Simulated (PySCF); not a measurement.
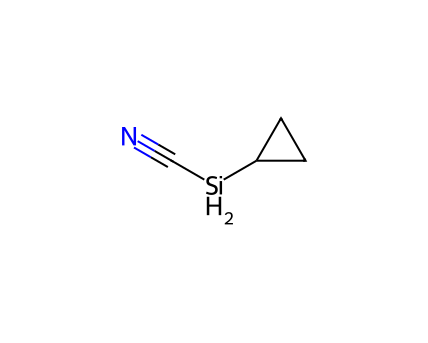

2D structure.

Transcribe the drawing into SMILES.

Answer. N#C[SiH2]C1CC1

What is the molecular formula?

Answer. C4H7NSi.

An optimisation with GFN2-xTB gave a structure of which point group?

Answer. Cs. Other conformers may differ.

More results for the same structure follow; atom numbers are the same in all pictures, views and colours differ. Computed geometry: GFN2-xTB optimisation. No frequency run is at hand to confirm it as a minimum.

## Shape

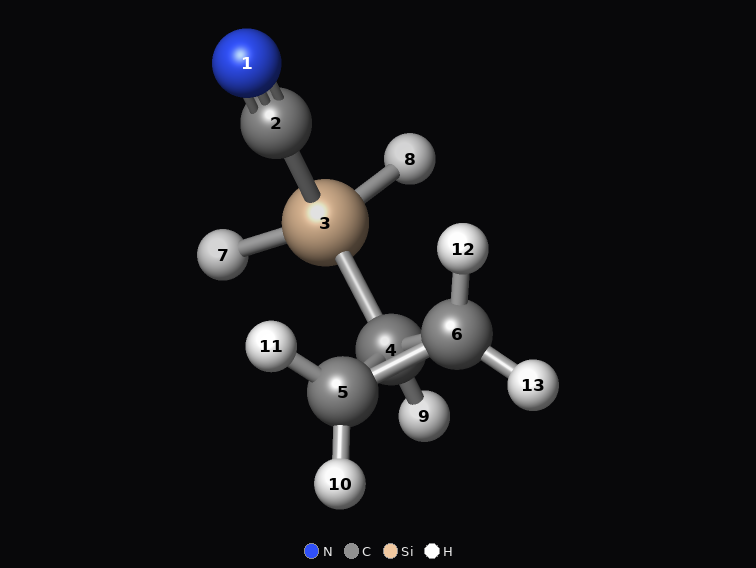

The atoms are numbered. No frequency run is at hand to confirm it as a minimum.

Which atoms are bonded, and how long are the bonds?

```
  bond  length (Å)   order
 N1–C2       1.146  triple
C2–Si3       1.870  single
Si3–C4       1.881  single
Si3–H7       1.466  single
Si3–H8       1.465  single
 C4–C5       1.506  single
 C4–C6       1.506  single
 C4–H9       1.085  single
 C5–C6       1.491  single
C5–H10       1.080  single
C5–H11       1.080  single
C6–H12       1.080  single
C6–H13       1.080  single
```

## Excitation

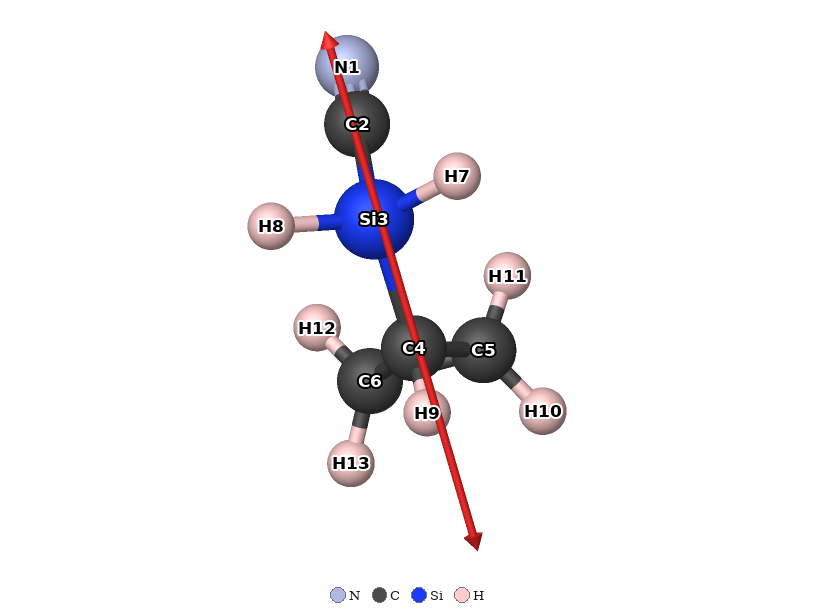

The double arrow shows the direction of the transition dipole to excited singlet state 2 (its length means nothing). No frequency run is at hand to confirm it as a minimum. Properties computed with TDDFT PBE0/def2-SVPD, vertical, gas phase, core orbitals frozen in the response (PySCF 2.14.0).

How is the transition polarised?

Answer. Close to the long direction N1···C6.

Where does the transition lie, and how strong is it?

Answer. 7.16 eV (173 nm), oscillator strength 0.039, mainly HOMO → LUMO (weight 0.94); transition dipole 1.20 D.

## Core levels

No frequency run is at hand to confirm it as a minimum. Level of theory: delta-SCF UKS SCAN, pcX-2 on the ionised atom, pcseg-1 elsewhere, spin-free X2C (PySCF 2.14.0).

Give the core-electron binding energies (to vacuum; p and d levels without spin–orbit splitting) of N1 1s, C2 1s, Si3 1s, Si3 2p, C4 1s, C5 1s.

```tsv
atom	level	binding energy (eV)
N1	1s	405.2
C2	1s	291.7
Si3	1s	1847.4
Si3	2p	107.8
C4	1s	290.7
C5	1s	291.0
```

## Polarisability

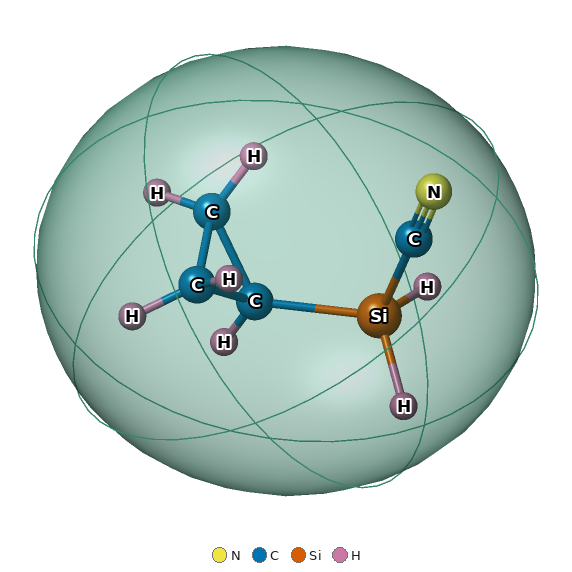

The ellipsoid shows the static dipole polarisability: its half-axes are proportional to the principal values. No frequency run is at hand to confirm it as a minimum. Level of theory: PBE0/def2-SVPD (PySCF 2.14.0).

Give the principal values, the mean and the anisotropy.

Answer. Principal values 63.3, 76.2, 78.4 bohr³; mean 72.6 bohr³ (10.76 Å³); anisotropy 14.2 bohr³, so the longest axis is 1.24 times the shortest.

The geometry is semi-empirical. Around Si such bond lengths and angles can be off by a tenth of an ångström or more and by several degrees, and values that hang on the shape move with them.
